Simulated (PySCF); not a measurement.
C6H9PS

Input

```
{"job": {"kind": "nmr", "xc": "PBE0", "basis": "pcSseg-1"}, "charge": 0, "multiplicity": 1}
C      2.717044     0.811836    -0.722130
C      1.777429     0.144645    -1.048445
C      0.628060    -0.647711    -1.397757
P     -0.657508    -0.664046    -0.051917
C      0.281401    -1.250605     1.415071
S     -2.233430    -1.701404    -0.491913
C     -0.928495     1.103357     0.281600
C     -2.151107     1.604573     0.260755
H      3.550165     1.393066    -0.460551
H      0.908805    -1.691786    -1.577420
H      0.142354    -0.259700    -2.299957
H      1.182503    -0.659059     1.562979
H      0.541883    -2.296773     1.254201
H     -0.365894    -1.180341     2.288478
H     -0.045457     1.696197     0.479434
H     -2.358970     2.645829     0.446760
H     -2.995779     0.963953     0.050901
```

Command:

```sh
OMP_NUM_THREADS=1 python probes_run.py task.json out
```

Geometry: GFN2-xTB.

All numbers below come from PBE0/pcSseg-1, SCF density, gas phase, non-relativistic (PySCF).

Q: What can the converged electron density and electron localisation function tell about the bonding?

A: C–P (1.82 Å): ρ is about 1.2 e/Å³ halfway; the ELF peaks at about 0.95 between the atoms, as expected for localised, covalent bonding.
P–S (1.94 Å): the density is about 1.2 e/Å³ at the midpoint; the ELF peaks at about 0.85 between the atoms; localised, covalent bonding.
C–H (1.08 Å): the density is about 2 e/Å³ at the midpoint; the ELF climbs to about 1 towards the hydrogen, as it does in any bond to H (an ordinary covalent bond to hydrogen).
C–C (1.32 Å): the density is about 2.3 e/Å³ at the midpoint; the ELF peaks at about 0.95 between the atoms; a multiple bond.

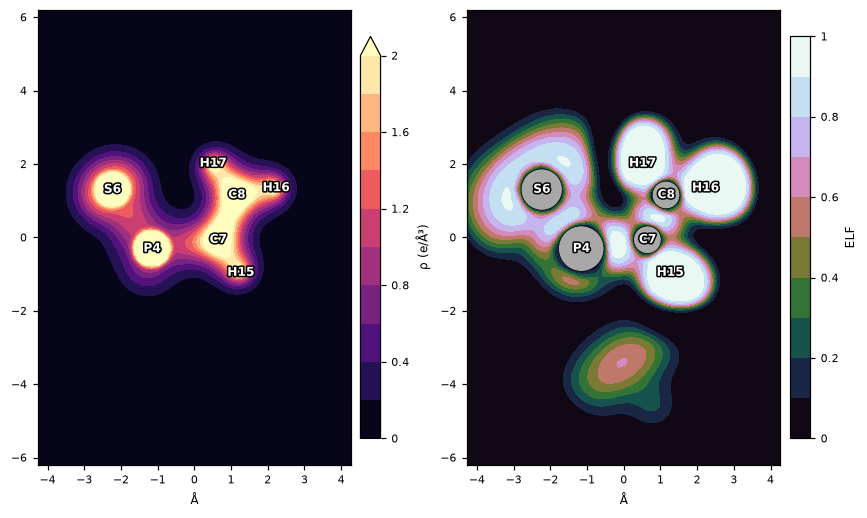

Computed electron density and electron localisation function on the plane of atoms H16, C8 and H17, in this order. Grey discs cover the atomic cores in the ELF map. 
